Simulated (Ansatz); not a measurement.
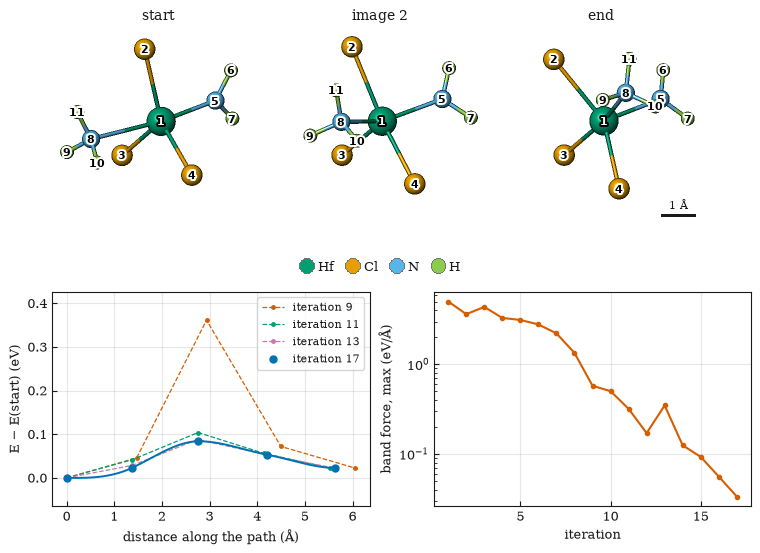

NEB run on HfN₂H₅Cl₃. Images are numbered from 0 (start) to 4 (end). The plot follows the band through its iterations. The picture is a ball-and-stick view, seen at a tilt.

These are results of RKS PBE-D4/def2-SVP in Ansatz, not measurements. Set-up: 3 movable images; climbing image; force threshold 0.05 eV/Å; iteration limit 60; starting path through a guess of the saddle point.

Did the band converge, and can the barrier be trusted?

The run is converged, with reservations. The band converged in 17 iterations. The largest component of the band force went from 5 to 0.033 eV/Å. The climbing image converged on the top of the path. Its curvatures weren't checked. So few images resolve the path coarsely. The first iteration put the highest image at 4.274 eV. Forward barrier 0.084 eV, backward barrier 0.061 eV, with image 2 at the top; the reaction energy is +0.022 eV.

Cost: 120 s on 4 threads of Arm Neoverse V2 (shared host), peak memory 0.23 GiB.
